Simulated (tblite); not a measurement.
# C3H9GaO2Si: geometry relaxation

The run: geometry relaxation of C3H9GaO2Si. Method and program: GFN2-xTB geometry optimisation, gas phase (tblite 0.8.0).

It belongs to a series of runs on one base structure; here: H on C replaced by OSiH3.

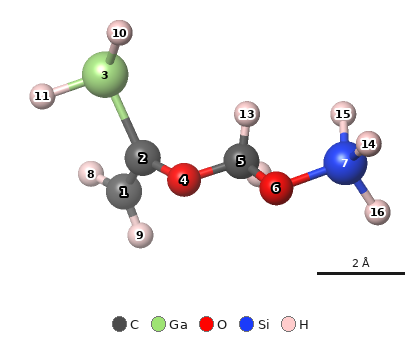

The starting structure (ball-and-stick view, seen at a tilt; atoms are numbered from 1 in the order of the input). Sticks mark near contacts. Bond lengths as drawn: C–C 1.32 Å, C–Ga 2.11 Å, C–H 1.09 to 1.12 Å, C–O 1.38 to 1.41 Å, Ga–H 1.54 to 1.67 Å, H–Si 1.46 to 1.47 Å and O–Si 1.72 Å.

**Input**
```
{"job": {"kind": "relax", "xc": "GFN2-xTB", "basis": "xTB"}, "charge": 0, "multiplicity": 1}
C     -1.770200    -1.969300     0.074800
C     -1.490600    -0.754100     0.510200
Ga    -2.987700     0.705200     0.196700
O     -0.271900    -0.552700     1.125600
C      0.730600     0.083100     0.374000
O      1.881600     0.188300     1.172100
Si     3.055200     0.977300     0.186900
H     -2.743600    -2.121900    -0.411600
H     -1.067200    -2.795100     0.193900
H     -2.806900     2.208400     0.891100
H     -4.119500    -0.124100     0.823000
H      1.031200    -0.512400    -0.521900
H      0.467700     1.116700     0.078000
H      3.615900     2.079300     0.979000
H      2.409100     1.519200    -1.017000
H      4.058800    -0.039100    -0.131200
```

The first line tells a small driver script what to run in tblite; the rest is the geometry in Å.

Launched with:
```bash
OMP_NUM_THREADS=1 python <driver script> task.json out
```

**What the program printed**
```
step      E/eV     max force
  0    -598.69086    2.195
  1    -598.89575    1.659
  2    -599.13844    2.006
  3    -599.26126    1.222
  4    -599.42760    0.813
  5    -599.47274    0.697
  6    -599.52742    0.588
  7    -599.56569    0.540
  8    -599.59499    0.429
  9    -599.62037    0.376
 10    -599.64922    0.448
 11    -599.67268    0.467
 12    -599.69314    0.316
 13    -599.70971    0.353
 14    -599.72502    0.367
 15    -599.74285    0.356
 16    -599.75853    0.333
 17    -599.77371    0.326
 18    -599.79090    0.370
 19    -599.80873    0.435
 20    -599.82458    0.345
 21    -599.83438    0.226
 22    -599.83948    0.177
 23    -599.84455    0.234
 24    -599.85124    0.231
 25    -599.85832    0.249
 26    -599.86557    0.235
 27    -599.87406    0.241
 28    -599.88411    0.304
 29    -599.89474    0.300
 30    -599.90404    0.259
 31    -599.91104    0.177
 32    -599.91780    0.289
 33    -599.92434    0.326
 34    -599.93504    0.274
 35    -599.94700    0.236
 36    -599.95643    0.213
 37    -599.96209    0.221
 38    -599.97077    0.207
 39    -599.98007    0.230
 40    -599.99028    0.262
 41    -599.99818    0.301
 42    -600.00463    0.209
 43    -600.01048    0.172
 44    -600.01579    0.157
 45    -600.01914    0.176
 46    -600.02247    0.149
 47    -600.02526    0.107
 48    -600.02746    0.115
 49    -600.02930    0.123
 50    -600.03148    0.153
 51    -600.03485    0.171
 52    -600.03964    0.178
 53    -600.04466    0.149
 54    -600.04866    0.170
 55    -600.05162    0.140
 56    -600.05405    0.132
 57    -600.05703    0.134
 58    -600.06071    0.124
 59    -600.06281    0.110
 60    -600.06436    0.102
 61    -600.06539    0.078
 62    -600.06649    0.078
 63    -600.06777    0.099
 64    -600.06892    0.084
 65    -600.06992    0.082
 66    -600.07085    0.070
 67    -600.07164    0.065
 68    -600.07223    0.064
 69    -600.07280    0.080
 70    -600.07359    0.077
 71    -600.07464    0.096
 72    -600.07582    0.080
 73    -600.07703    0.083
 74    -600.07827    0.084
 75    -600.07981    0.101
 76    -600.08211    0.134
 77    -600.08578    0.172
 78    -600.09038    0.279
 79    -600.09598    0.280
 80    -600.09553    0.608
 81    -600.10512    0.381
 82    -600.11089    0.397
 83    -600.11900    0.159
 84    -600.12234    0.434
 85    -600.13097    0.354
 86    -600.13550    0.143
 87    -600.14161    0.155
 88    -600.14652    0.167
 89    -600.15937    0.248
 90    -600.17129    0.458
 91    -600.18219    0.520
 92    -600.19970    0.384
 93    -600.21971    0.499
 94    -600.22611    0.976
 95    -600.25638    0.424
 96    -600.28027    0.301
 97    -600.31520    0.309
 98    -600.34352    0.559
 99    -600.36266    0.536
100    -600.39029    0.409
101    -600.43210    0.438
102    -600.44099    1.073
103    -600.47346    0.498
104    -600.49995    0.476
105    -600.53161    0.553
106    -600.57199    0.392
107    -600.59406    0.439
108    -600.62205    0.386
109    -600.65387    0.393
110    -600.67420    0.394
111    -600.69640    0.327
112    -600.70471    0.290
113    -600.71452    0.247
114    -600.72064    0.200
115    -600.72699    0.143
116    -600.73617    0.255
117    -600.74124    0.264
118    -600.75258    0.214
119    -600.76284    0.300
120    -600.77627    0.353
121    -600.79198    0.332
122    -600.81027    0.378
123    -600.82479    0.429
124    -600.85156    0.565
125    -600.88488    0.902
126    -600.90569    0.694
127    -600.93654    0.435
128    -600.95667    0.570
129    -600.98117    0.459
130    -600.99655    0.323
131    -601.00692    0.325
132    -601.01922    0.343
133    -601.02808    0.273
134    -601.03278    0.187
135    -601.03756    0.179
136    -601.04787    0.237
137    -601.05235    0.212
138    -601.05971    0.179
139    -601.06428    0.179
140    -601.06834    0.144
141    -601.07054    0.086
142    -601.07159    0.061
143    -601.07212    0.058
144    -601.07266    0.059
145    -601.07336    0.066
146    -601.07414    0.074
147    -601.07472    0.052
148    -601.07509    0.046
149    -601.07537    0.043
150    -601.07565    0.036
151    -601.07592    0.039
152    -601.07621    0.040
153    -601.07651    0.049
154    -601.07681    0.043
155    -601.07711    0.036
156    -601.07744    0.039
157    -601.07789    0.049
158    -601.07847    0.059
159    -601.07915    0.060
160    -601.07990    0.061
161    -601.08078    0.074
162    -601.08190    0.075
163    -601.08316    0.079
164    -601.08442    0.118
165    -601.08573    0.131
166    -601.08709    0.105
167    -601.08826    0.070
168    -601.08906    0.047
169    -601.08960    0.061
170    -601.09008    0.067
171    -601.09077    0.074
172    -601.09179    0.066
173    -601.09360    0.045
174    -601.09412    0.052
175    -601.09439    0.031
176    -601.09451    0.039
177    -601.09464    0.026
178    -601.09481    0.019
179    -601.09495    0.024
180    -601.09515    0.037
181    -601.09532    0.036
182    -601.09545    0.029
183    -601.09553    0.018
184    -601.09558    0.017
185    -601.09562    0.016
186    -601.09566    0.016
187    -601.09569    0.013
188    -601.09571    0.008
```

**Trajectory as extended XYZ (Å, eV, eV/Å), 7 of the 189 frames kept, from step=0 to step=188**
```
16
Properties=species:S:1:pos:R:3:forces:R:3 step=0 energy=-598.69086
C    -1.7702   -1.9693    0.0748   -0.4100  -0.5200  -0.3640
C    -1.4906   -0.7541    0.5102    0.5050   0.7840  -0.9200
Ga   -2.9877    0.7052    0.1967    1.2980  -0.0960   1.3050
O    -0.2719   -0.5527    1.1256    0.7350   0.5540   0.0370
C     0.7306    0.0831    0.3740    0.1920  -0.5100   0.8350
O     1.8816    0.1883    1.1721    0.5750   1.0710  -1.8280
Si    3.0552    0.9773    0.1869    0.0020  -0.4600   1.4290
H    -2.7436   -2.1219   -0.4116    0.3870  -0.1920   0.2530
H    -1.0672   -2.7951    0.1939   -0.4600   0.1140   0.0010
H    -2.8069    2.2084    0.8911   -0.1080  -0.1860  -0.5030
H    -4.1195   -0.1241    0.8230   -1.0940  -0.1280  -0.1740
H     1.0312   -0.5124   -0.5219   -0.7110   0.1080   0.1550
H     0.4677    1.1167    0.0780   -0.7030  -0.3210  -0.1370
H     3.6159    2.0793    0.9790   -0.2090  -0.2170  -0.0510
H     2.4091    1.5192   -1.0170    0.1600  -0.0430   0.0350
H     4.0588   -0.0391   -0.1312   -0.1570   0.0420  -0.0720
16
Properties=species:S:1:pos:R:3:forces:R:3 step=31 energy=-599.91104
C    -1.7732   -2.1052    0.2294    0.0410  -0.0540  -0.0600
C    -1.4213   -0.9149    0.7009    0.0410   0.0080  -0.0700
Ga   -2.7582    0.5960    0.7317    0.0490  -0.1080  -0.0760
O    -0.1114   -0.6489    1.0903   -0.0070   0.0670  -0.0040
C     0.5528    0.1552    0.1680    0.0560  -0.0760  -0.0740
O     1.6314    0.7373    0.7651   -0.0670   0.0470  -0.0710
Si    3.1282    1.0633    0.2141    0.0130   0.0550   0.0290
H    -2.8134   -2.2944   -0.0140    0.0400   0.0660   0.0210
H    -1.0707   -2.9112    0.0701   -0.0470  -0.0510   0.1480
H    -2.4755    2.1179    0.9818    0.0220   0.1290   0.1180
H    -4.2136    0.1774    0.2908   -0.1030   0.0170  -0.0240
H     0.8507   -0.4760   -0.6865    0.1040   0.0000  -0.1430
H    -0.1494    0.9357   -0.2401    0.0500  -0.0340   0.1510
H     3.5877    1.8882    1.3136    0.0190  -0.0580   0.0880
H     3.1026    1.8252   -1.0344   -0.1090   0.0260  -0.1050
H     3.9257   -0.1367   -0.0571   -0.1030  -0.0340   0.0720
16
Properties=species:S:1:pos:R:3:forces:R:3 step=63 energy=-600.06777
C    -1.8217   -2.2666    0.4780    0.0540   0.0790   0.0240
C    -1.3501   -1.0193    0.4421    0.0040  -0.0550  -0.0370
Ga   -2.5780    0.5795    0.5895   -0.0230  -0.0220   0.0120
O     0.0010   -0.7829    0.5957    0.0210  -0.0460   0.0110
C     0.5195    0.2725   -0.1441    0.0140  -0.0430  -0.0070
O     1.4565    0.9413    0.5875   -0.0370   0.0510   0.0180
Si    3.0562    1.1103    0.3144   -0.0320   0.0010   0.0010
H    -2.8902   -2.4209    0.4155   -0.0010   0.0050   0.0070
H    -1.1874   -3.1382    0.5594   -0.0290   0.0390  -0.0210
H    -2.1931    1.8466    1.4538   -0.0040   0.0430  -0.0040
H    -4.0417    0.5184   -0.0234    0.0470  -0.0120   0.0160
H     0.9484   -0.1248   -1.0797    0.0080   0.0020  -0.0530
H    -0.3049    0.9791   -0.4274   -0.0330   0.0090   0.0070
H     3.4332    1.7579    1.5571   -0.0080  -0.0180  -0.0050
H     3.2776    1.9539   -0.8693   -0.0260  -0.0460   0.0270
H     3.6671   -0.1977    0.0744    0.0440   0.0140   0.0050
16
Properties=species:S:1:pos:R:3:forces:R:3 step=94 energy=-600.22611
C    -1.7269   -2.1909    0.6598    0.8520  -0.3020  -0.3690
C    -1.1332   -1.0492    0.3259    0.1900   0.3160  -0.0560
Ga   -2.1333    0.6496    0.7236   -0.1650  -0.1160   0.0060
O     0.0484   -1.0156   -0.3951    0.1290  -0.1450  -0.0780
C     0.5018    0.2580   -0.6375   -0.3480   0.0170   0.2250
O     1.0175    0.8543    0.4990    0.1370   0.1750   0.2240
Si    2.6589    1.0308    0.5935    0.1270  -0.0990   0.1310
H    -2.6393   -2.1244    1.1892   -0.7740  -0.0570   0.3970
H    -1.3165   -3.1690    0.4472   -0.0310   0.0550  -0.0080
H    -1.8963    1.9436    1.5618    0.1860   0.1030  -0.0020
H    -3.6307    0.4291    0.1974    0.0510   0.1740   0.0870
H     1.2592    0.2317   -1.4085    0.1200  -0.2690  -0.4670
H    -0.3489    0.8941   -0.9865   -0.0230   0.0770  -0.0960
H     2.9054    1.7401    1.8404   -0.2610  -0.1050  -0.0510
H     3.0991    1.8032   -0.5720   -0.0540   0.0990  -0.0530
H     3.3273   -0.2765    0.4854   -0.1380   0.0780   0.1110
16
Properties=species:S:1:pos:R:3:forces:R:3 step=125 energy=-600.88488
C    -1.3756   -2.2144    0.7821   -0.2180  -0.7420   0.1280
C    -0.9665   -1.0887    0.2300    0.2590   0.8420  -0.1930
Ga   -1.3942    0.7696    0.8917   -0.2250   0.3080   0.0110
O     0.1183   -1.0769   -0.6771    0.0290  -0.0250   0.1360
C     0.3159    0.2052   -1.1439   -0.1060  -0.1320  -0.0750
O     0.5356    1.1036   -0.0856   -0.0160   0.0490   0.0250
Si    1.9925    0.9633    0.7443   -0.1960   0.1440   0.1580
H    -2.2627   -2.1581    1.4035    0.2470  -0.1730   0.0820
H    -0.9347   -3.1836    0.5751   -0.1610   0.0550  -0.0370
H    -0.9268    1.4096    2.2551   -0.1280  -0.1900  -0.0990
H    -2.5905    1.5449    0.1827    0.2230   0.0100   0.0040
H     1.1813    0.2180   -1.8057    0.1450  -0.1960  -0.1680
H    -0.5705    0.5428   -1.7114   -0.0070   0.1450   0.1050
H     1.6234    1.5721    2.0008   -0.0620   0.0600   0.3040
H     2.9201    1.8485    0.0567    0.0740  -0.0660  -0.3320
H     2.3268   -0.4470    0.8251    0.1410  -0.0910  -0.0500
16
Properties=species:S:1:pos:R:3:forces:R:3 step=157 energy=-601.07789
C    -1.4492   -2.2839    0.7410   -0.0010   0.0000   0.0110
C    -1.0492   -1.0966    0.2948   -0.0250   0.0090  -0.0030
Ga   -1.4351    0.7932    0.9055    0.0000   0.0090   0.0090
O     0.0081   -1.0908   -0.6423    0.0380   0.0240   0.0110
C     0.2820    0.1847   -1.0632    0.0100   0.0080   0.0030
O     0.5373    1.0424    0.0351   -0.0130   0.0160   0.0150
Si    2.0562    1.0442    0.7328   -0.0050   0.0190  -0.0100
H    -2.2441   -2.3434    1.4660   -0.0140  -0.0030   0.0010
H    -1.0125   -3.2056    0.3868   -0.0190  -0.0340  -0.0010
H    -1.2439    1.2004    2.3981    0.0180  -0.0250  -0.0210
H    -2.1881    1.8149   -0.0172    0.0140  -0.0220   0.0100
H     1.1504    0.1387   -1.7289    0.0110   0.0070   0.0070
H    -0.5755    0.6206   -1.6050   -0.0210   0.0200  -0.0150
H     1.7895    1.7350    1.9872   -0.0150   0.0010  -0.0470
H     2.8570    1.7920   -0.2415    0.0000  -0.0180   0.0030
H     2.5095   -0.3368    0.8743    0.0210  -0.0100   0.0260
16
Properties=species:S:1:pos:R:3:forces:R:3 step=188 energy=-601.09571
C    -1.5314   -2.3265    0.6225    0.0010   0.0000   0.0020
C    -1.0523   -1.1325    0.2845    0.0040   0.0070  -0.0010
Ga   -1.3783    0.7313    0.9934    0.0030  -0.0020   0.0000
O     0.0383   -1.1057   -0.6166   -0.0030  -0.0030   0.0010
C     0.2961    0.1715   -1.0404    0.0000   0.0030   0.0020
O     0.5409    1.0425    0.0493   -0.0020   0.0020   0.0030
Si    2.0596    1.1355    0.7359    0.0000  -0.0040   0.0040
H    -2.3502   -2.3931    1.3206   -0.0010  -0.0010   0.0010
H    -1.1414   -3.2462    0.2115    0.0050  -0.0010   0.0000
H    -1.0766    1.0723    2.4816   -0.0020   0.0000   0.0000
H    -2.1791    1.7814    0.1559   -0.0040   0.0020  -0.0020
H     1.1672    0.1331   -1.7030    0.0020   0.0030  -0.0020
H    -0.5666    0.5955   -1.5854   -0.0010   0.0010   0.0000
H     1.8042    2.1696    1.7280   -0.0010  -0.0020  -0.0050
H     2.9048    1.5446   -0.3885    0.0030  -0.0030  -0.0030
H     2.4571   -0.1645    1.2741   -0.0020  -0.0010   0.0000
```

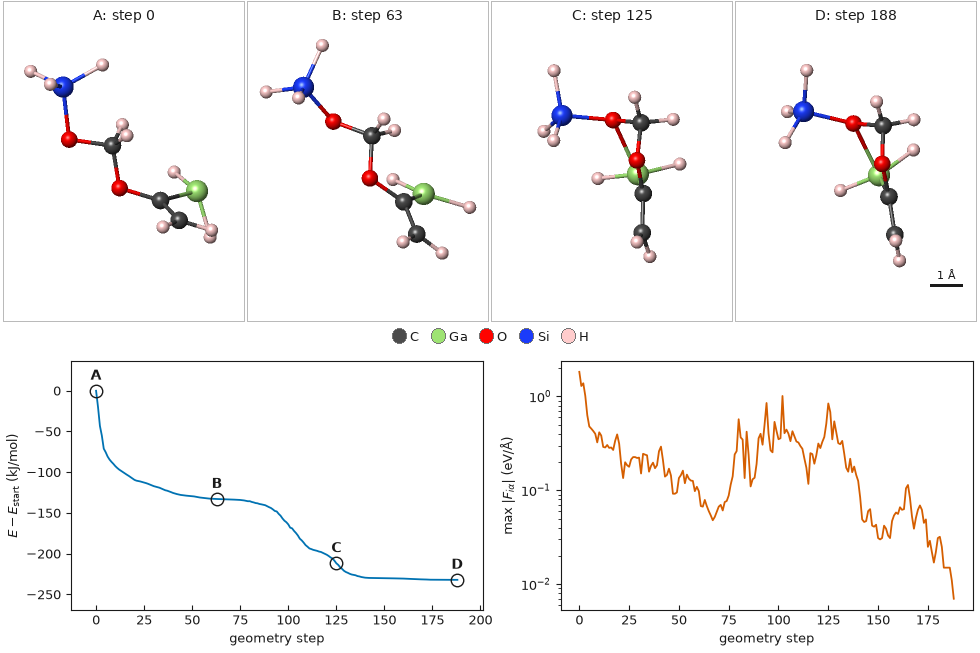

Frames of the relaxation (ball-and-stick view, seen at an oblique angle) above the curves, on which the letters mark them (steps are counted from 0).

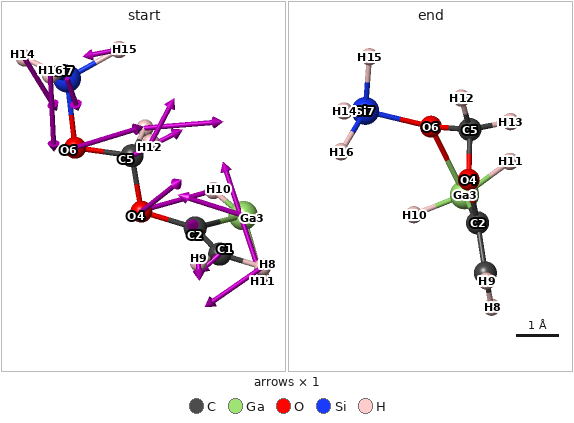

Before (left) and after (right) the relaxation, at one scale (ball-and-stick view, seen at an oblique angle). The pink arrows give the displacements, at true length. After 188 geometry steps the energy has fallen by 232.0 kJ/mol. The largest force component goes from 1.8 to 0.007 eV/Å. The atom that moves furthest after the best rigid fit is H11 (2.94 Å). Largest moves by element: H 2.94 Å, O 1.93 Å, Ga 1.73 Å, C 1.45 Å, Si 1.16 Å. Among the contacts that change: Ga3–O6 4.993 → 2.161 Å, Ga3–H10 1.666 → 1.556 Å, C2–Ga3 2.114 → 2.021 Å, O6–Si7 1.724 → 1.669 Å. New bonds form: Ga3–O6 (4.99 → 2.16 Å). Among the angles that change: C2–Ga3–H11 95.1° → 120.9°, C1–C2–Ga3 115.9° → 132.9°, Ga3–C2–O4 126.2° → 109.3°. (Atoms are counted from 1 in the order of the input.)

**Summary**

- outcome: converged
- total energy: −601.0957 eV
- hardware: 1 CPU thread, shared host
- wall time: 2.3 s
- peak memory: 0.18 GiB
